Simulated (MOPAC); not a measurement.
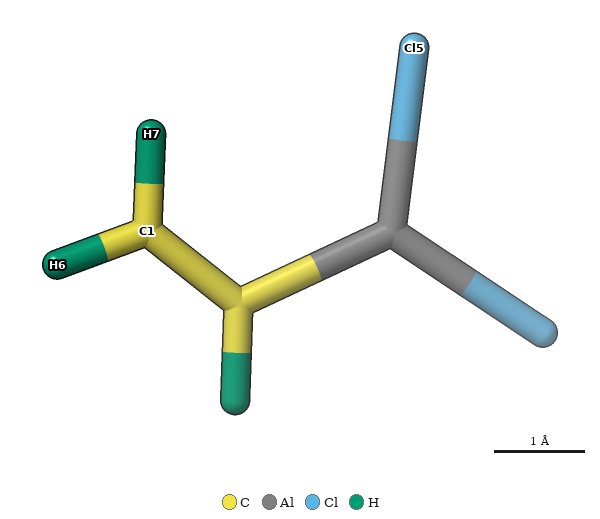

Figure 1. The starting structure (stick view, seen at a tilt; atoms are numbered from 1 in the order of the input). Sticks mark near contacts. Bond lengths as drawn: Al–C 1.91 Å, Al–Cl 2.08 Å, C–C 1.33 Å and C–H 1.08 to 1.09 Å.

## Geometry relaxation of C2H3AlCl2 (charge +1) (part 1 of 2)

The run: geometry relaxation of C2H3AlCl2, charge +1, multiplicity 2. Method and program: PM6-DH+, unrestricted, dispersion DH+ (MOPAC 23.2.5).

The starting geometry was optimised with PM6-DH+.

### The program's output
```
MOPAC v23.2.5
PM6-DH+ CALCULATION RESULTS

 *  PM6-DH+    - CORRECT DISPERSION AND HYDROGEN BOND TERMS USING PM6-DH+
 *  DOUBLET    - SPIN STATE DEFINED AS A DOUBLET
 *  UHF        - UNRESTRICTED HARTREE-FOCK CALCULATION
 *
 *
 *
 *                 CHARGE ON SYSTEM = +1
 *
 *
 *
 *  THREADS=1  - MULTI-THREADING NOT USED
 *  CYCLES=    - DO A MAXIMUM OF 300 STEPS
 *  GNORM      - EXIT WHEN GRADIENT NORM DROPS BELOW 0.050
 *  AUX        - OUTPUT AUXILIARY INFORMATION
 *  DISP       - PRINT DISPERSION AND HYDROGEN BOND ENERGIES
PM6-DH+ DISP DOUBLET CHARGE=1 UHF CYCLES=300 GNORM=0.05 THREADS=1 AUX(PRECISION=6)
 PM6-DH+ optimise

   ATOM   CHEMICAL          X               Y               Z
  NUMBER   SYMBOL      (ANGSTROMS)     (ANGSTROMS)     (ANGSTROMS)

     1       C          0.65507200  *  -0.04512500  *   1.24843800  *
     2       C         -0.05822900  *  -0.68104400  *   0.32838300  *
     3      Al         -0.52371200  *   0.28610800  *  -1.24584200  *
     4      Cl         -1.63980800  *  -0.56442900  *  -2.77559000  *
     5      Cl          0.06699100  *   2.26076400  *  -1.51458100  *
     6       H          0.96215500  *  -0.52274600  *   2.17502600  *
     7       H          1.00308400  *   0.98211500  *   1.19133300  *
     8       H         -0.40802800  *  -1.70567100  *   0.38003100  *

          CARTESIAN COORDINATES

    NO.       ATOM           X           Y           Z

     1         C          0.6551     -0.0451      1.2484
     2         C         -0.0582     -0.6810      0.3284
     3        Al         -0.5237      0.2861     -1.2458
     4        Cl         -1.6398     -0.5644     -2.7756
     5        Cl          0.0670      2.2608     -1.5146
     6         H          0.9622     -0.5227      2.1750
     7         H          1.0031      0.9821      1.1913
     8         H         -0.4080     -1.7057      0.3800

 "Third-Generation Hydrogen-Bonding Corrections for Semiempirical QM Methods and Force Fields"

           Empirical Formula: C2 H3 Al Cl2  =     8 atoms

      MOLECULAR POINT GROUP   :   Cs

 DOUBLET STATE CALCULATION

          UHF CALCULATION, NO. OF ALPHA ELECTRONS =   14
                           NO. OF BETA  ELECTRONS =   13

          Geometry optimization using EF

          *********************************************
          *                                           *
          *                 WARNING                   *
          *                                           *
          *********************************************

          Dispersion parameters missing for Aluminum

          *********************************************
          *                                           *
          *              END OF WARNING               *
          *                                           *
          *********************************************

          DIAGONAL MATRIX USED AS START HESSIAN
```

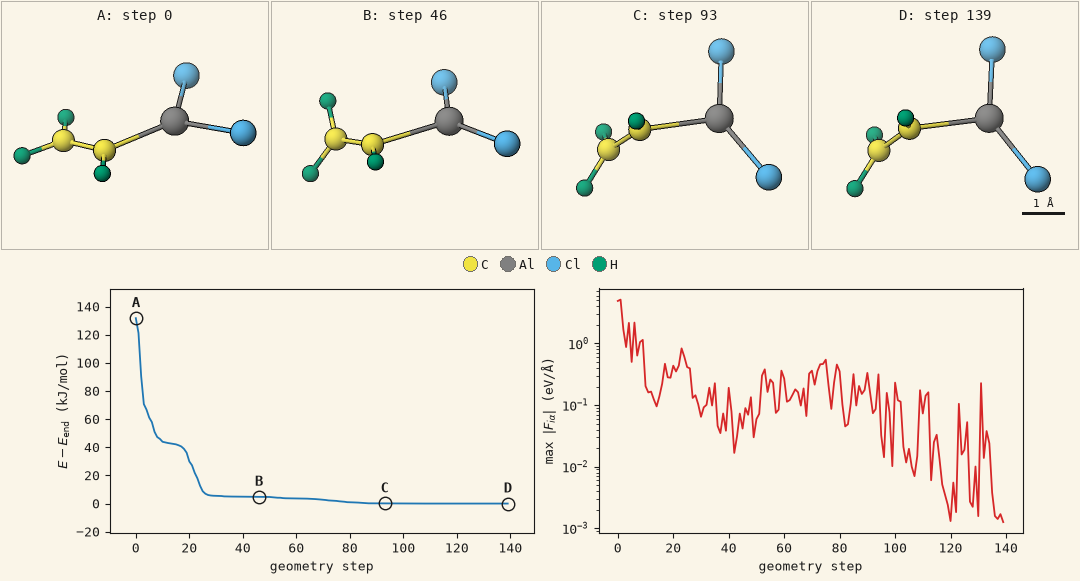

Figure 2. Frames of the relaxation (ball-and-stick view, seen at a tilt) above the curves, on which the letters mark them (steps are counted from 0).

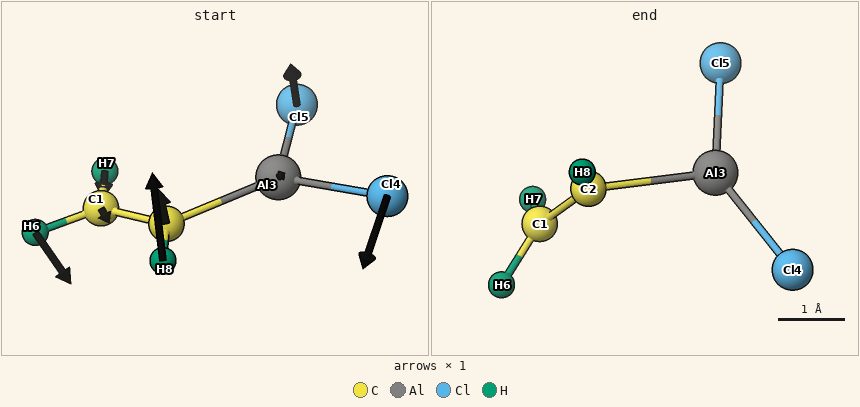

Figure 3. Before (left) and after (right) the relaxation, at one scale (ball-and-stick view, seen at a tilt). The black arrows give the displacements, at true length. The largest move after the best rigid fit is that of H8, 1.38 Å. Largest moves by element: H 1.38 Å, Cl 1.32 Å, C 0.56 Å, Al 0.14 Å. Distances before and after: C2–Al3 1.905 → 2.046 Å, Al3–Cl4 2.076 → 2.019 Å, C1–H6 1.087 → 1.110 Å, C1–H7 1.086 → 1.103 Å. Among the angles that change: Cl4–Al3–Cl5 116.5° → 141.1°, C2–Al3–Cl5 121.3° → 107.4°, C1–C2–H8 126.4° → 138.0°. Over 139 geometry steps the energy falls by 131.8 kJ/mol. Largest force component: 4.9 eV/Å at the start, 0.0013 eV/Å at the end. (Atoms are counted from 1 in the order of the input.)

```
 CYCLE:     1 TIME:   0.023 TIME LEFT:  2.00D  GRAD.:   188.623 HEAT:  166.6169
 CYCLE:     2 TIME:   0.023 TIME LEFT:  2.00D  GRAD.:   242.170 HEAT:  164.1036
 CYCLE:     3 TIME:   0.008 TIME LEFT:  2.00D  GRAD.:    81.376 HEAT:  156.7483
 CYCLE:     4 TIME:   0.008 TIME LEFT:  2.00D  GRAD.:    46.893 HEAT:  152.0148
 CYCLE:     5 TIME:   0.016 TIME LEFT:  2.00D  GRAD.:   115.214 HEAT:  151.0721
 CYCLE:     6 TIME:   0.008 TIME LEFT:  2.00D  GRAD.:    31.330 HEAT:  149.7315
 CYCLE:     7 TIME:   0.008 TIME LEFT:  2.00D  GRAD.:   101.474 HEAT:  148.9579
 CYCLE:     8 TIME:   0.008 TIME LEFT:  2.00D  GRAD.:    28.703 HEAT:  147.3068
 CYCLE:     9 TIME:   0.008 TIME LEFT:  2.00D  GRAD.:    43.582 HEAT:  146.4232
 CYCLE:    10 TIME:   0.008 TIME LEFT:  2.00D  GRAD.:    58.219 HEAT:  146.1083
[... 120 lines of further cycles ...]
 CYCLE:   131 TIME:   0.008 TIME LEFT:  2.00D  GRAD.:     0.070 HEAT:  135.1227
 CYCLE:   132 TIME:   0.000 TIME LEFT:  2.00D  GRAD.:     8.100 HEAT:  135.1281
 CYCLE:   133 TIME:   0.008 TIME LEFT:  2.00D  GRAD.:     0.496 HEAT:  135.1227
 CYCLE:   134 TIME:   0.008 TIME LEFT:  2.00D  GRAD.:     1.322 HEAT:  135.1233
 CYCLE:   135 TIME:   0.008 TIME LEFT:  2.00D  GRAD.:     0.877 HEAT:  135.1229
 CYCLE:   136 TIME:   0.008 TIME LEFT:  2.00D  GRAD.:     0.134 HEAT:  135.1226
 CYCLE:   137 TIME:   0.008 TIME LEFT:  2.00D  GRAD.:     0.066 HEAT:  135.1226
 CYCLE:   138 TIME:   0.000 TIME LEFT:  2.00D  GRAD.:     0.052 HEAT:  135.1226
 CYCLE:   139 TIME:   0.008 TIME LEFT:  2.00D  GRAD.:     0.059 HEAT:  135.1226
 CYCLE:   140 TIME:   0.008 TIME LEFT:  2.00D  GRAD.:     0.050 HEAT:  135.1226

     GRADIENT =  0.04969 IS LESS THAN CUTOFF =  0.05000

 -------------------------------------------------------------------------------
 PM6-DH+ DISP DOUBLET CHARGE=1 UHF CYCLES=300 GNORM=0.05 THREADS=1 AUX(PRECISION=6)
 PM6-DH+ optimise

     GEOMETRY OPTIMISED USING EIGENVECTOR FOLLOWING (EF).
     SCF FIELD WAS ACHIEVED

                              PM6-DH+ CALCULATION

          FINAL HEAT OF FORMATION =        135.12263 KCAL/MOL =     565.35309 KJ/MOL

          TOTAL ENERGY            =     -19363.49112 KCAL/MOL = ELECTRONIC ENERGY + CORE-CORE REPULSION
          ENERGY OF ATOMS         =      19499.65628 KCAL/MOL
                              SUM =        136.16516 KCAL/MOL
          DISPERSION ENERGY       =         -1.05481 KCAL/MOL
                              SUM =        135.11036 KCAL/MOL = FINAL HEAT OF FORMATION

     *    WARNING - An energy term is incorrect or missing!

     *    FINAL HEAT OF FORMATION     =    135.12263 KCAL/MOL
     *    SUM OF CONTRIBUTIONS TO HoF =    135.11036 KCAL/MOL
     *                     DIFFERENCE =      0.01228 KCAL/MOL

          TOTAL ENERGY            =       -839.68045 EV
          ELECTRONIC ENERGY       =      -2344.33266 EV
          CORE-CORE REPULSION     =       1504.65221 EV
          COSMO AREA              =        143.37 SQUARE ANGSTROMS
          COSMO VOLUME            =        136.88 CUBIC ANGSTROMS

          GRADIENT NORM           =          0.04969          =       0.01757 PER ATOM
          IONIZATION POTENTIAL    =         15.635186 EV
          ALPHA SOMO LUMO (EV)    =        -15.635 -6.436
          BETA  SOMO LUMO (EV)    =        -15.865 -7.541
          NO. OF ALPHA ELECTRONS  =         14
          NO. OF BETA  ELECTRONS  =         13
          MOLECULAR WEIGHT        =        124.9332         POINT GROUP:  C1

          MOLECULAR DIMENSIONS (Angstroms)

            Atom       Atom       Distance
            H     6   Cl     5     4.85486
           Cl     4    H     7     4.33171
            H     7    H     8     2.46213

          SCF CALCULATIONS        =        164

          WALL-CLOCK TIME         =      1.086 SECONDS
          COMPUTATION TIME        =      1.083 SECONDS

   ATOM   CHEMICAL          X               Y               Z
  NUMBER   SYMBOL      (ANGSTROMS)     (ANGSTROMS)     (ANGSTROMS)

     1       C          0.09603816  *  -0.19775564  *   1.24212730  *
     2       C          0.51277509  *  -0.56990911  *   0.03962990  *
     3      Al         -0.45588110  *   0.44728935  *  -1.44806300  *
     4      Cl         -1.94866454  *  -0.65409568  *  -2.24560970  *
     5      Cl          0.41873881  *   2.26440287  *  -1.60776579  *
     6       H         -0.30273244  *  -0.92240849  *   1.98296404  *
     7       H          0.06470870  *   0.83430647  *   1.63059661  *
     8       H          1.14857473  *  -1.33868319  *  -0.39287327  *

                             CARTESIAN COORDINATES

   1    C        0.096038156    -0.197755642     1.242127303
   2    C        0.512775087    -0.569909109     0.039629901
   3   Al       -0.455881099     0.447289346    -1.448063001
   4   Cl       -1.948664542    -0.654095682    -2.245609696
   5   Cl        0.418738806     2.264402875    -1.607765790
   6    H       -0.302732444    -0.922408489     1.982964043
   7    H        0.064708696     0.834306467     1.630596608
   8    H        1.148574731    -1.338683191    -0.392873266

           Empirical Formula: C2 H3 Al Cl2  =     8 atoms

      MOLECULAR POINT GROUP   :   C1

          ALPHA EIGENVALUES
 -33.46654 -30.91693 -30.73819 -26.65611 -22.03196 -21.18973 -20.39745 -18.90180
 -18.31611 -16.53619 -16.32162 -16.02954 -15.90265 -15.63519  -6.43647  -4.12083
  -3.99548  -2.06248  -1.34694  -1.10379  -0.73141  -0.58317   0.01943  79.12775
  80.52104  80.60375  80.74976  82.16958  84.03620  84.28193  84.47523  84.90789
  84.91696  89.05494  90.26729  91.00406  91.44635  92.03023

           BETA EIGENVALUES
 -33.20085 -30.82199 -30.66742 -26.29640 -21.39310 -20.93455 -20.24978 -18.79092
 -18.06119 -16.32925 -16.01545 -15.96352 -15.86548  -7.54117  -5.57257  -4.05301
  -3.93046  -1.89143  -1.29025  -0.83472  -0.52738  -0.36754   0.23140  79.12765
  80.57141  80.66268  80.79488  82.18016  84.05416  84.30419  84.49738  84.91522
  84.92480  89.05608  90.33642  91.09178  91.53354  92.03199

              NET ATOMIC CHARGES AND DIPOLE CONTRIBUTIONS

  ATOM NO.   TYPE          CHARGE      No. of ELECS.   s-Pop       p-Pop       d-Pop
    1          C          -0.038553        4.0386     1.15931     2.87925
    2          C          -0.242195        4.2422     1.21867     3.02352
    3         Al           0.895479        2.1045     0.83759     1.20646     0.06047
    4         Cl          -0.156878        7.1569     1.98839     5.16408     0.00440
    5         Cl          -0.161842        7.1618     1.98843     5.16895     0.00446
    6          H           0.230013        0.7700     0.76999
    7          H           0.222160        0.7778     0.77784
    8          H           0.251817        0.7482     0.74818
 DIPOLE           X         Y         Z       TOTAL
 POINT-CHG.     1.933    -2.641     5.931     6.774
 HYBRID         0.110    -0.173     0.199     0.286
 SUM            2.043    -2.814     6.129     7.047

          ATOMIC ORBITAL ELECTRON POPULATIONS

     Atom    s        px        py        pz      x^2-y^2     xz        z^2       yz        xy
    1  C   1.15931   0.77946   1.14441   0.95538
    2  C   1.21867   0.94695   0.96633   1.11025
    3 Al   0.83759   0.39510   0.48672   0.32464   0.01226   0.01002   0.01041   0.01358   0.01420
    4 Cl   1.98839   1.58564   1.74995   1.82848   0.00056   0.00119   0.00047   0.00055   0.00163
    5 Cl   1.98843   1.80962   1.43926   1.92008   0.00129   0.00011   0.00080   0.00065   0.00162
    6  H   0.76999
    7  H   0.77784
    8  H   0.74818

                    (SZ)    =    0.500000
                    (S**2)  =    0.756013

          ATOMIC ORBITAL SPIN POPULATIONS

    Atom   Total    s     px     py     pz   x^2-y^2  xz     z^2    yz     xy
         Atomic
    1  C  0.2139 -0.003  0.125  0.032  0.060
    2  C  0.6542  0.016  0.092  0.492  0.054
    3 Al  0.0149  0.001  0.007  0.003  0.003  0.000  0.001 -0.000 -0.000  0.000
    4 Cl -0.0004  0.000  0.001  0.000 -0.001 -0.000 -0.000  0.000  0.000 -0.000
    5 Cl  0.0372 -0.000 -0.000  0.030  0.008 -0.000 -0.000 -0.000  0.000  0.000
    6  H  0.0464  0.046
    7  H  0.0236  0.024
    8  H  0.0103  0.010

 *                    *
 * JOB ENDED NORMALLY *
 *                    *

 TOTAL JOB TIME:             1.09 SECONDS

 == MOPAC DONE ==
```

### Trajectory as extended XYZ (Å, eV, eV/Å), 26 of the 140 frames kept, from step=0 to step=139
```
8
Properties=species:S:1:pos:R:3:forces:R:3 step=0 energy=7.22519
C     0.6551   -0.0451    1.2484   -1.5295  -0.2140  -2.8057
C    -0.0582   -0.6810    0.3284    2.2950  -0.6896   4.9087
Al   -0.5237    0.2861   -1.2458   -1.2225   2.2322  -3.8725
Cl   -1.6398   -0.5644   -2.7756    0.5659   0.0531   1.0384
Cl    0.0670    2.2608   -1.5146   -0.0999  -1.0259   0.5288
H     0.9622   -0.5227    2.1750    0.2262  -0.2880   0.6906
H     1.0031    0.9821    1.1913    0.3957   0.4479   0.4040
H    -0.4080   -1.7057    0.3800   -0.6310  -0.5157  -0.8923
8
Properties=species:S:1:pos:R:3:forces:R:3 step=6 energy=6.45943
C     0.6433    0.0081    1.2087    1.5966   1.3164   2.1864
C    -0.0428   -0.7542    0.3934   -1.4768  -1.5728  -1.9326
Al   -0.5611    0.3894   -1.4012   -0.2583  -0.5722  -0.0089
Cl   -1.6630   -0.6618   -2.7323    0.1475  -0.1581   0.3752
Cl    0.1260    2.2700   -1.4176    0.3113   0.4184   0.2805
H     0.9697   -0.4892    2.2122   -0.2306   0.3837  -0.6802
H     1.0265    1.0379    1.2229   -0.1635  -0.2552  -0.1219
H    -0.4708   -1.7376    0.1962    0.0738   0.4398  -0.0985
8
Properties=species:S:1:pos:R:3:forces:R:3 step=11 energy=6.30989
C     0.6099    0.0200    1.1460    0.0864   0.0010  -0.1440
C    -0.0781   -0.7085    0.2898    0.1349   0.0840   0.1085
Al   -0.5887    0.4499   -1.4769   -0.0898  -0.0719   0.0094
Cl   -1.6605   -0.7909   -2.6412    0.0489  -0.0011   0.0927
Cl    0.2057    2.2831   -1.2811    0.0608   0.1237   0.0198
H     0.9344   -0.4103    2.1269   -0.1602  -0.0412  -0.0362
H     0.9997    1.0419    1.1102   -0.0546  -0.0350  -0.0532
H    -0.5164   -1.6449    0.0097   -0.0264  -0.0595   0.0029
8
Properties=species:S:1:pos:R:3:forces:R:3 step=17 energy=6.28000
C     0.5634   -0.0156    0.9994   -0.2555  -0.4683   0.2750
C    -0.1006   -0.8174    0.1870   -0.0525   0.2166   0.2170
Al   -0.6459    0.5479   -1.3750    0.2944   0.0436  -0.0415
Cl   -1.5675   -0.8385   -2.5151   -0.0723   0.1278   0.0562
Cl    0.2508    2.3641   -1.3230   -0.3270  -0.3365   0.0289
H     0.6556   -0.3920    2.0696   -0.1652   0.2410  -0.1603
H     1.0183    0.9704    0.9609    0.2888  -0.0905  -0.1805
H    -0.5409   -1.7983    0.0500    0.2892   0.2662  -0.1949
```
